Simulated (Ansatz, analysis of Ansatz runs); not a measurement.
# Can an added electron hop between Mn atoms in Cs2MnF5 (P4/mmm)?, part 2 of 3

Aim: the energy barrier that a trapped electron meets when it moves from one Mn atom to another one nearby in Cs2MnF5 (P4/mmm). The model is a cell of 48 host atoms.

Ansatz 0.2.0; plane-wave PAW DFT, PBEsol+U; relaxation of all atoms of a supercell at fixed charge in a uniform background; PAW set soft_1.

So far. Step 2 (The cell without the carrier): The largest displacement from an ideal site is 0.005 Å.

## Step 3: The electron on the first site

The nearest neighbour or neighbours of the site start displaced and the site's starting moment is changed by the carrier's spin, since a carrier doesn't trap itself in the undistorted lattice.

Input file A.relax/input.yaml:

```yaml
crystal:
  lattice:
    - [6.32862502, 6.32862502, 0.0]
    - [-6.32862502, 6.32862502, 0.0]
    - [0.0, 0.0, 12.80661846]
  atoms:
    - { symbol: Cs, position: [0.250535, 0.249997, 0.166424] }
    - { symbol: Cs, position: [0.750034, 0.75045, 0.166482] }
    - { symbol: Cs, position: [0.249919, 0.74995, 0.166474] }
    - { symbol: Cs, position: [0.750362, 0.250468, 0.166444] }
    - { symbol: Mn, position: [0.000153, 0.000194, -0.000227], spin: 4.0 }
    - { symbol: Mn, position: [0.500109, 0.500219, -0.000196], spin: 4.0 }
    - { symbol: F, position: [0.290964, 0.500084, -0.000165] }
    - { symbol: F, position: [0.791017, 0.000376, -0.000234] }
    - { symbol: F, position: [-1.9e-05, 0.791047, -0.000198] }
    - { symbol: F, position: [0.500245, 0.291085, -0.00023] }
    - { symbol: F, position: [0.000322, 0.209323, -0.00024] }
    - { symbol: F, position: [0.499991, 0.709339, -0.000176] }
    - { symbol: F, position: [0.000141, 0.000141, 0.166442] }
    - { symbol: F, position: [0.500034, 0.500122, 0.16648] }
    - { symbol: F, position: [0.209286, 3.8e-05, -0.000242] }
    - { symbol: F, position: [0.709248, 0.500348, -0.000189] }
    - { symbol: Cs, position: [0.250475, 0.250227, 0.499811] }
    - { symbol: Cs, position: [0.75034, 0.750445, 0.49977] }
    - { symbol: Cs, position: [0.250438, 0.750548, 0.499787] }
    - { symbol: Cs, position: [0.750685, 0.250672, 0.499802] }
    - { symbol: Mn, position: [0.000331, 0.000411, 0.333099], spin: 4.0 }
    - { symbol: Mn, position: [0.5003, 0.50034, 0.333162], spin: 4.0 }
    - { symbol: F, position: [0.291193, 0.500208, 0.333347] }
    - { symbol: F, position: [0.791212, 0.00059, 0.333222] }
    - { symbol: F, position: [0.000137, 0.79126, 0.333266] }
    - { symbol: F, position: [0.500439, 0.291188, 0.333263] }
    - { symbol: F, position: [0.000533, 0.209553, 0.332946] }
    - { symbol: F, position: [0.500169, 0.7095, 0.333049] }
    - { symbol: F, position: [0.000579, 0.000755, 0.499789] }
    - { symbol: F, position: [0.500671, 0.500579, 0.49043] }
    - { symbol: F, position: [0.209455, 0.000217, 0.333009] }
    - { symbol: F, position: [0.70943, 0.500472, 0.332999] }
    - { symbol: Cs, position: [0.250302, 0.250168, 0.833104] }
    - { symbol: Cs, position: [0.750177, 0.750319, 0.833107] }
    - { symbol: Cs, position: [0.250043, 0.750097, 0.833109] }
    - { symbol: Cs, position: [0.750191, 0.250322, 0.833111] }
    - { symbol: Mn, position: [0.000301, 0.000359, 0.666457], spin: 4.0 }
    - { symbol: Mn, position: [0.500301, 0.500398, 0.666448], spin: 5.0 }
    - { symbol: F, position: [0.27774, 0.5004, 0.66626] }
    - { symbol: F, position: [0.791181, 0.000424, 0.666331] }
    - { symbol: F, position: [0.000224, 0.79121, 0.666294] }
    - { symbol: F, position: [0.500295, 0.277838, 0.66637] }
    - { symbol: F, position: [0.000371, 0.209512, 0.666644] }
    - { symbol: F, position: [0.500301, 0.722961, 0.66654] }
    - { symbol: F, position: [0.000121, 8.0e-05, 0.833111] }
    - { symbol: F, position: [0.500017, 0.500224, 0.842507] }
    - { symbol: F, position: [0.209431, 0.000282, 0.666567] }
    - { symbol: F, position: [0.722879, 0.500395, 0.666623] }
total_charge: -1
basis:
  ecutwfc: 420
  xc_grid: 2
hamiltonian:
  xc: pbesol
  hubbard:
    sites: [{ species: Mn, l: d, u_eff: 4.0 }]
    projectors: ortho-atomic
  pseudopotentials: { kind: paw, azcp: { folder: soft_1 }, xc_functional: pbe }
kpoints:
  mp_grid: { grid: [1, 1, 1] }
magnetization:
  spin_polarized: true
  initial_magnetization: 25
  spin_locking: { lock_magnetization: hard }
scf:
  occupations: { method: fermi_dirac, width: 0.01 }
  max_iter: 120
  lower_state_search: "off"
output:
  forces: true
relax:
  f_tol: 0.015
  max_steps: 70
  escape_saddle: false
checkpoint:
  write: "../A.relax.run"
  compress: false
  write_wavefunctions: true
  write_every: 100000
```

On the command line:

```console
$ ansatz run input.yaml --threads 4 --pin off --max-ram 9420MiB --backend cpu --events-out ev --progress --plain --runs-dir out
```

Numbers of over 12 decimals in the logs are rounded to 6 here.

What it wrote:

```text
[...]
Crystal: 48 atoms, lattice volume = 1025.848 Å³
Basis set: ecut = 420 eV, 20003 PW (Γ), exchange–correlation on 120×120×180 points (8 copies of the dense FFT grid, shifted against one another)
Bands: 265, of which v1, the nominal top of the filled ones, is band 205 counted from 1 (204 counted from 0)
Symmetry: 1 space group operations
[...]
k-points: 1
[...]
Starting moments: Σ|m| = 25 μB on 6 of 48 sites
[...]
SCF iter   1: F=—  HF=-114375.198377 eV  |F-HF|=—  |Δ(HF+E_count)|=         —  Δρ=2.14e-1 (↑1.02e-1 ↓2.14e-1)  dr2=9.91e2  dr2_m=3.97e1  M=25.000 μB ∫|m|=25.240 μB  β_m=0.30  ethr=3.10e-3  ⟨swp⟩=6.0  Hψ=2084  notcnv=0  defer=26
[...]
spin=Collinear: Resta preconditioning applied to the charge; magnetization (m = ρ↑ − ρ↓) channel mixes plain (no charge-response kernel on spin).
SCF iter   2: F=—  HF=-114311.448821 eV  |F-HF|=—  |Δ(HF+E_count)|=    6.37e1  Δρ=1.13e-1 (↑1.13e-1 ↓5.13e-2)  dr2=3.04e2  dr2_m=2.25e1  M=25.000 μB ∫|m|=25.647 μB  β_m=0.27  ethr=3.10e-3  ⟨swp⟩=6.0  Hψ=1846  notcnv=0  defer=84
[...]
SCF iter  27: F=-114287.859743 eV  HF=-114287.859744 eV  |F-HF|=1.53e-7  |Δ(HF+E_count)|=   1.27e-7  Δρ=3.24e-6 (↑3.24e-6 ↓5.00e-7)  dr2=1.88e-7  dr2_m=2.37e-8  M=25.000 μB ∫|m|=26.004 μB  ethr=1.38e-9  ⟨swp⟩=2.0  Hψ=947  notcnv=0
SCF 1 converged in 27 iterations: F = -114287.859743 eV  dr2 = 1.88e-7
[...]
relax step   1: F+E_penalty+E_count = -114287.85974346 eV  Δ(F+E_penalty+E_count) = +0.000e0 eV  max|allowed force component| = 6.800e-1 eV/Å  Δτ_max = 0.0000 Å  (27 SCF iters, dr2 threshold 5.63e-6 eV, accepted)
[...]
relax step   2: F+E_penalty+E_count = -114287.95505029 eV  Δ(F+E_penalty+E_count) = -9.531e-2 eV  max|allowed force component| = 4.681e-1 eV/Å  Δτ_max = 0.1794 Å  (10 SCF iters, dr2 threshold 2.89e-5 eV, accepted)
relax step   3: F+E_penalty+E_count = -114288.11948575 eV  Δ(F+E_penalty+E_count) = -1.644e-1 eV  max|allowed force component| = 2.503e-1 eV/Å  Δτ_max = 0.0780 Å  (10 SCF iters, dr2 threshold 1.37e-5 eV, accepted)
relax step   4: F+E_penalty+E_count = -114288.12663849 eV  Δ(F+E_penalty+E_count) = -7.153e-3 eV  max|allowed force component| = 3.769e-1 eV/Å  Δτ_max = 0.0442 Å  (6 SCF iters, dr2 threshold 1.79e-5 eV, accepted)
relax step   5: F+E_penalty+E_count = -114288.17175736 eV  Δ(F+E_penalty+E_count) = -4.512e-2 eV  max|allowed force component| = 1.229e-1 eV/Å  Δτ_max = 0.0343 Å  (6 SCF iters, dr2 threshold 4.06e-5 eV, accepted)
relax step   6: F+E_penalty+E_count = -114288.17684772 eV  Δ(F+E_penalty+E_count) = -5.090e-3 eV  max|allowed force component| = 2.287e-2 eV/Å  Δτ_max = 0.0095 Å  (6 SCF iters, dr2 threshold 1.61e-6 eV, accepted)
SCF iter   1: F=—  HF=-114288.177187 eV  |F-HF|=—  |Δ(HF+E_count)|=         —  Δρ=1.21e-4 (↑1.21e-4 ↓1.09e-4)  dr2=3.10e-4  dr2_m=1.52e-5  M=25.000 μB ∫|m|=26.026 μB  β_m=0.30  ethr=7.44e-7  ⟨swp⟩=4.0  Hψ=1235  notcnv=0  defer=88
[...]
SCF iter   6: F=-114288.177050 eV  HF=-114288.177050 eV  |F-HF|=1.63e-9  |Δ(HF+E_count)|=   1.71e-8  Δρ=7.23e-7 (↑7.23e-7 ↓6.22e-7)  dr2=2.34e-8  dr2_m=9.46e-10  M=25.000 μB ∫|m|=26.026 μB  ethr=2.44e-11  ⟨swp⟩=3.0  Hψ=1356  notcnv=0
SCF 7 converged in 6 iterations: F = -114288.177050 eV  dr2 = 2.34e-8
relax step   7: F+E_penalty+E_count = -114288.17705034 eV  Δ(F+E_penalty+E_count) = -2.026e-4 eV  max|allowed force component| = 1.157e-2 eV/Å  Δτ_max = 0.0021 Å  (6 SCF iters, accepted)
NSCF: frozen V_eff on 1 k-points
[...]
SCF converged after 6 iterations
[...]
Magnetization: 25.0000 μB (217.0000 up, 192.0000 down)
Absolute magnetization: 26.0784 μB (∫|ρ↑−ρ↓|, with the PAW one-centre terms)
[...]
Per-site moments (μB) at R_I (Å): [(0.000491685, 1.279093), (0.000491217, 1.278841), (0.000491543, 1.279019), [... 45 left out ...]
Free energy (F): -114288.177050 eV
[...]
Internal energy: -114288.177050 eV  (E = F + TS)
E sigma→0 (E₀):  -114288.177050 eV
Fermi energy:    4.644101 (↑ 4.644101, ↓ 4.534687) eV
[...]
--- Forces (eV/Å), atoms counted from 1 ---
  atom   1  Cs    -0.00003427    -0.00157019     0.00000272
  atom   2  Cs     0.00006343     0.00159635     0.00002256
  [... 19 atoms left out ...]
  atom  22  Mn    -0.00002507     0.00007715    -0.01157406
  atom  23  F     -0.00012120    -0.00004345     0.00097181
  [... 2 atoms left out ...]
  atom  26  F     -0.00001772    -0.00002882     0.00104503
  [... 1 atom left out ...]
  atom  28  F      0.00008730     0.00000636     0.00131055
  [... 1 atom left out ...]
  atom  30  F     -0.00016340    -0.00059443     0.00702272
  [... 1 atom left out ...]
  atom  32  F      0.00009433     0.00002457     0.00134316
  [... 5 atoms left out ...]
  atom  38  Mn    -0.00000890     0.00004945     0.00004078
  atom  39  F      0.00235193     0.00239240     0.00023574
  [... 2 atoms left out ...]
  atom  42  F     -0.00238411     0.00234910     0.00010404
  [... 1 atom left out ...]
  atom  44  F      0.00238691    -0.00237540    -0.00016160
  [... 4 atoms left out ...]
  max |Σ_I F_I| component: 7.68e-6 eV/Å
--- Band table (eV) ---
[...]
Occupation matrices written to <dir>
--- Relaxed structure (7 steps of the walk, 7 accepted, 0 SCFs on fresh bases) ---
  F+E_penalty+E_count = -114288.17705034 eV   max|allowed force component| = 1.157e-2 eV/Å
  atoms:
    - { symbol: Cs, position: [0.249464, 0.249415, 0.166456] }
    - { symbol: Cs, position: [0.751040, 0.751195, 0.166459] }
    [... 19 atoms left out ...]
    - { symbol: Mn, position: [0.500275, 0.500318, 0.332575] }
    - { symbol: F, position: [0.290888, 0.500275, 0.330999] }
    [... 2 atoms left out ...]
    - { symbol: F, position: [0.500314, 0.290929, 0.330986] }
    [... 1 atom left out ...]
    - { symbol: F, position: [0.500230, 0.709708, 0.330899] }
    [... 1 atom left out ...]
    - { symbol: F, position: [0.500392, 0.500404, 0.496384] }
    [... 1 atom left out ...]
    - { symbol: F, position: [0.709662, 0.500360, 0.330887] }
    [... 5 atoms left out ...]
    - { symbol: Mn, position: [0.500281, 0.500334, 0.666455] }
    - { symbol: F, position: [0.265876, 0.500298, 0.666410] }
    [... 2 atoms left out ...]
    - { symbol: F, position: [0.500309, 0.265928, 0.666431] }
    [... 1 atom left out ...]
    - { symbol: F, position: [0.500246, 0.734742, 0.666484] }
    [... 4 atoms left out ...]
```

The job ended after 55 s (4 threads of INTEL XEON PLATINUM 8581C at 2.10GHz (Emerald Rapids), shared host; peak memory 1.8 GiB).

Relaxation path:

```csv
step,energy less that of the first step (eV),largest force component (eV/Å)
1,0.0000,0.6800
2,-0.0953,0.4681
3,-0.2597,0.2503
4,-0.2669,0.3769
5,-0.3120,0.1229
6,-0.3171,0.0229
7,-0.3173,0.0116
```

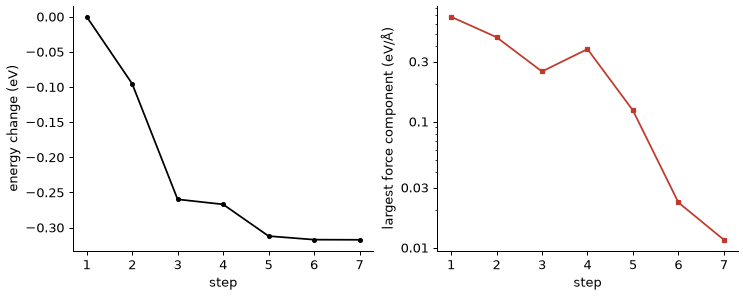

Energy and largest force along the relaxation.

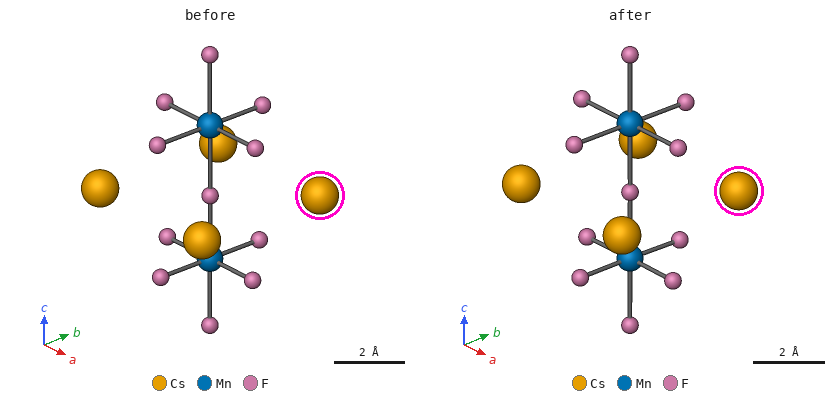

Before and after: the atoms that start within 5 Å of the centre. Cs18, which moves most, is ringed if it is among them.

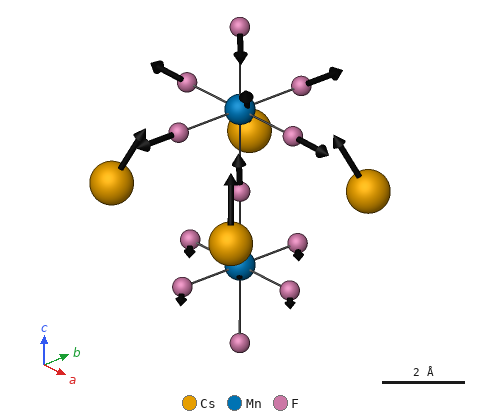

Displacements in the relaxation near the centre, exaggerated; the longest in the cell stands for 0.12 Å.

The atoms that moved most (Å):

```csv
atom,dx,dy,dz,length
Cs18,0.000,-0.058,0.103,0.118
Cs19,0.058,-0.002,0.103,0.118
Cs20,-0.058,-0.004,0.103,0.118
Cs33,-0.001,0.058,-0.102,0.118
Cs35,0.057,0.002,-0.103,0.117
Cs36,-0.057,0.001,-0.103,0.117
Cs34,0.000,-0.057,-0.103,0.117
Cs17,-0.001,0.057,0.102,0.117
```

The moves above count from the input, in which the site's nearest neighbours were already displaced; the distances below compare with the cell without the carrier.

Distances from Mn38 without and with the electron:

```csv
atom,without (Å),with (Å)
F42,1.87,2.10
F39,1.87,2.10
F44,1.87,2.10
F48,1.87,2.10
F30,2.13,2.18
F46,2.13,2.18
```

The largest changes of the moments are 0.89 μB on Mn38, 0.03 μB on F48 and 0.03 μB on F42. The largest part sits on the chosen site.

## Step 4: The electron on the second site

The same start is made on the second site, to get the end of the hop.

Input file B.relax/input.yaml:

```yaml
crystal:
  lattice:
    - [6.32862502, 6.32862502, 0.0]
    - [-6.32862502, 6.32862502, 0.0]
    - [0.0, 0.0, 12.80661846]
  atoms:
    - { symbol: Cs, position: [0.250535, 0.249997, 0.166424] }
    - { symbol: Cs, position: [0.750034, 0.75045, 0.166482] }
[... 19 atom lines left out ...]
    - { symbol: Mn, position: [0.5003, 0.50034, 0.333162], spin: 5.0 }
[... 7 atom lines left out ...]
    - { symbol: F, position: [0.500671, 0.500579, 0.50917] }
[... 7 atom lines left out ...]
    - { symbol: Mn, position: [0.500301, 0.500398, 0.666448], spin: 4.0 }
    - { symbol: F, position: [0.291171, 0.5004, 0.66626] }
[... 2 atom lines left out ...]
    - { symbol: F, position: [0.500295, 0.291269, 0.66637] }
[... 1 atom line left out ...]
    - { symbol: F, position: [0.500301, 0.70953, 0.66654] }
[... 3 atom lines left out ...]
    - { symbol: F, position: [0.709448, 0.500395, 0.666623] }
total_charge: -1
basis:
  ecutwfc: 420
  xc_grid: 2
hamiltonian:
  xc: pbesol
  hubbard:
    sites: [{ species: Mn, l: d, u_eff: 4.0 }]
    projectors: ortho-atomic
  pseudopotentials: { kind: paw, azcp: { folder: soft_1 }, xc_functional: pbe }
kpoints:
  mp_grid: { grid: [1, 1, 1] }
magnetization:
  spin_polarized: true
  initial_magnetization: 25
  spin_locking: { lock_magnetization: hard }
scf:
  occupations: { method: fermi_dirac, width: 0.01 }
  max_iter: 120
  lower_state_search: "off"
output:
  forces: true
relax:
  f_tol: 0.015
  max_steps: 70
  escape_saddle: false
checkpoint:
  write: "../B.relax.run"
  compress: false
  write_wavefunctions: true
  write_every: 100000
```

What it wrote:

```text
[...]
Crystal: 48 atoms, lattice volume = 1025.848 Å³
Basis set: ecut = 420 eV, 20003 PW (Γ), exchange–correlation on 120×120×180 points (8 copies of the dense FFT grid, shifted against one another)
Bands: 265, of which v1, the nominal top of the filled ones, is band 205 counted from 1 (204 counted from 0)
Symmetry: 1 space group operations
[...]
k-points: 1
[...]
Starting moments: Σ|m| = 25 μB on 6 of 48 sites
[...]
SCF iter   1: F=—  HF=-114375.196623 eV  |F-HF|=—  |Δ(HF+E_count)|=         —  Δρ=2.14e-1 (↑1.02e-1 ↓2.14e-1)  dr2=9.91e2  dr2_m=3.97e1  M=25.000 μB ∫|m|=25.239 μB  β_m=0.30  ethr=3.10e-3  ⟨swp⟩=6.0  Hψ=2085  notcnv=0  defer=26
[...]
--- Relaxed structure (8 steps of the walk, 7 accepted, 0 SCFs on fresh bases) ---
  F+E_penalty+E_count = -114288.17704974 eV   max|allowed force component| = 6.507e-3 eV/Å
  atoms:
    - { symbol: Cs, position: [0.254821, 0.254763, 0.174483] }
    - { symbol: Cs, position: [0.745706, 0.745863, 0.174482] }
    [... 19 atoms left out ...]
    - { symbol: Mn, position: [0.500287, 0.500331, 0.333125] }
    - { symbol: F, position: [0.265940, 0.500284, 0.333182] }
    [... 2 atoms left out ...]
    - { symbol: F, position: [0.500329, 0.265982, 0.333165] }
    [... 1 atom left out ...]
    - { symbol: F, position: [0.500236, 0.734682, 0.333084] }
    [... 1 atom left out ...]
    - { symbol: F, position: [0.500426, 0.500422, 0.503181] }
    [... 7 atoms left out ...]
    - { symbol: Mn, position: [0.500276, 0.500326, 0.667044] }
    - { symbol: F, position: [0.290889, 0.500298, 0.668607] }
    [... 2 atoms left out ...]
    - { symbol: F, position: [0.500299, 0.290941, 0.668637] }
    [... 1 atom left out ...]
    - { symbol: F, position: [0.500247, 0.709714, 0.668721] }
    [... 3 atoms left out ...]
    - { symbol: F, position: [0.709662, 0.500350, 0.668752] }
[key lines of the parts left out:]
SCF converged after 5 iterations
Magnetization: 25.0000 μB (217.0000 up, 192.0000 down)
Free energy (F): -114288.177050 eV
Fermi energy:    4.646269 (↑ 4.646269, ↓ 4.534873) eV
```

Wall time 62 s (4 threads); peak memory 1.8 GiB.

Distances from Mn22 without and with the electron:

```csv
atom,without (Å),with (Å)
F23,1.87,2.10
F32,1.87,2.10
F26,1.87,2.10
F28,1.87,2.10
F30,2.13,2.18
F14,2.13,2.18
```

The largest changes of the moments are 0.89 μB on Mn22, 0.03 μB on F32 and 0.03 μB on F28. The largest part sits on the chosen site.

(Continued in part 3 of 3.)

[Logs are printed without paths, hosts, clocks, repeated set-up lines and the standing remarks that a program may print on its own settings, such as how far it seeks lower states.]

[Hosts, paths, dates, database ids (printed as entryN), source tags and the programs' standing remarks are cut or masked in the printed files.]
